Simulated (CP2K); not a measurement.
# CH6FNSSi (SMILES C[Si](N)(F)S) at GFN2-xTB

Wanted: energy and forces of CH6FNSSi. The job is set up through an ASE script.

The results are computed with CP2K 2026.2.

5 further runs of the same task are left out: 2 that didn't finish, 3 set aside as unsound or not needed.

## 1. Starting point

CH6FNSSi: 11 atoms, total charge 0, spin state singlet. As SMILES, `C[Si](N)(F)S`. Geometry: relaxed at GFN2-xTB. This is one conformer, not always the lowest.

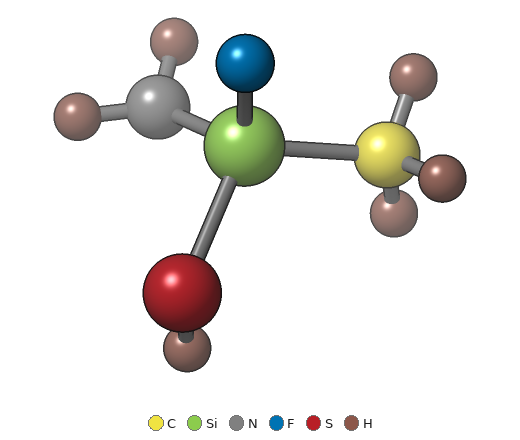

Viewed from a chosen angle; carbon yellow, silicon green, nitrogen grey, fluorine blue, sulfur red, hydrogen brown.

## 2. Energy and gradient at GFN2-xTB

File cp2k_ase.py:

```python
import numpy as np
from ase import Atoms
from ase.calculators.cp2k import CP2K

atoms = Atoms(['C', 'Si', 'N', 'F', 'S', 'H', 'H', 'H', 'H', 'H', 'H'],
              positions=[(-1.415120, 0.508280, 0.289640),
                         (0.320360, 0.247070, -0.400930),
                         (1.394220, -0.252620, 0.834010),
                         (0.773270, 1.628730, -1.113680),
                         (0.450420, -1.206600, -1.976390),
                         (-1.407250, 1.269280, 1.063480),
                         (-1.816930, -0.401450, 0.722850),
                         (-2.097370, 0.837190, -0.488830),
                         (2.285050, -0.660700, 0.601650),
                         (1.451260, 0.260040, 1.698060),
                         (0.062090, -2.229220, -1.229850)])
atoms.set_cell([12.4, 11.9, 11.7])
atoms.center()
cp2k_input = """
&FORCE_EVAL
    METHOD QUICKSTEP
    &DFT
        CHARGE 0
        MULTIPLICITY 1
        &QS
            METHOD XTB
            EPS_DEFAULT 1.0E-10
            &XTB
                GFN_TYPE TBLITE
                &TBLITE
                    METHOD GFN2
                &END TBLITE
                CHECK_ATOMIC_CHARGES F
            &END XTB
        &END QS
        ! cluster boundary conditions
        &POISSON
            PERIODIC NONE
            POISSON_SOLVER ANALYTIC
        &END POISSON
        &SCF
            SCF_GUESS ATOMIC
            EPS_SCF 1.0E-06
            MAX_SCF 150
            ADDED_MOS 4
            &DIAGONALIZATION
                ALGORITHM STANDARD
            &END DIAGONALIZATION
            &MIXING
                METHOD DIRECT_P_MIXING
                ALPHA 0.4
            &END MIXING
            &SMEAR ON
                METHOD FERMI_DIRAC
                ELECTRONIC_TEMPERATURE [K] 300
            &END SMEAR
        &END SCF
        ! extra output
        &PRINT
            &MOMENTS
                PERIODIC F
                REFERENCE COM
                MAX_MOMENT 1
            &END MOMENTS
            &MO ON
                ENERGIES T
                OCCUPATION_NUMBERS T
                NDIGITS 6
                &EACH
                    QS_SCF 0
                &END EACH
                ADD_LAST NUMERIC
            &END MO
            &HIRSHFELD OFF
            &END HIRSHFELD
        &END PRINT
    &END DFT
    ! atoms, cell and kinds
    &SUBSYS
    &END SUBSYS
&END FORCE_EVAL
"""
cp2k = CP2K(command="cp2k.psmp -s", label="job", inp=cp2k_input, basis_set=None, basis_set_file=None, potential_file=None, pseudo_potential=None, xc=None, cutoff=None, max_scf=None, charge=None, uks=False,
            force_eval_method=None, print_level="LOW", poisson_solver=None, stress_tensor=False)
atoms.calc = cp2k
e = atoms.get_potential_energy()
f = atoms.get_forces()
print(f"energy = {e:.6f} eV")
print("forces (eV/angstrom):")
for s, v in zip(atoms.get_chemical_symbols(), f):
    print(f"{s:2s} {v[0]:10.5f} {v[1]:10.5f} {v[2]:10.5f}")
```

Command:

```console
OMP_NUM_THREADS=1 python cp2k_ase.py
```

What values should one expect? Wanted: total energy; dipole moment; HOMO energy; LUMO energy; HOMO–LUMO gap.

Computed results:

Level: GFN2-xTB.

```
                                 quantity         value
                             total energy  -17.92157 Eh
dipole moment (from atomic charges alone)        3.24 D
                              HOMO energy     -10.27 eV
                              LUMO energy      -5.00 eV
                            HOMO–LUMO gap       5.27 eV
```

In words: The dipole comes from point charges on the atoms alone, without atomic dipoles, so it is partial.
